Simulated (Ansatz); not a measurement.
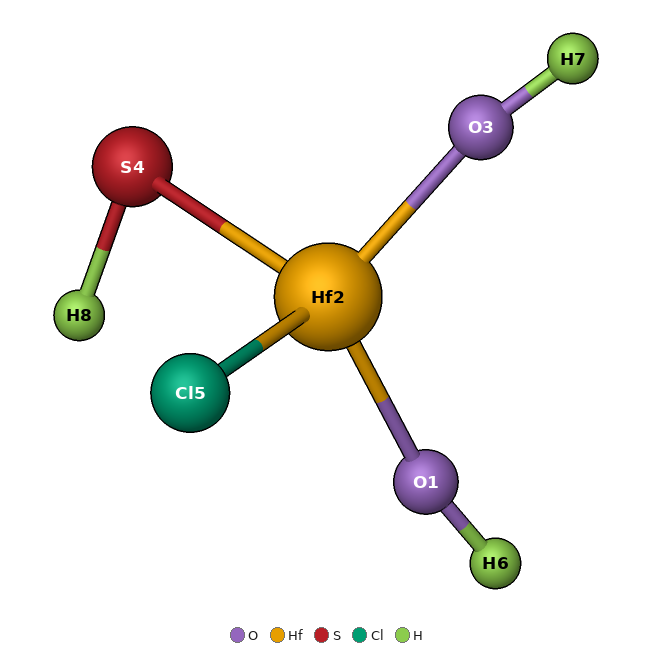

The species is neutral and a spin singlet. Harmonic vibrations computed with RKS PBE0-D4/def2-TZVP, core potentials on Hf (Ansatz 0.2.0) at a stationary point of the same level.

Question: Is this a minimum or a saddle point?

Answer: A minimum: no imaginary frequency, and the lowest mode lies at 91 cm⁻¹.

Question: List the wavenumbers.

Answer: 18 modes: 91, 105, 119, 141, 161, 173, 178, 259, 278, 323, 349, 367, 523, 706, 727, 2692, 4012, 4016 cm⁻¹.
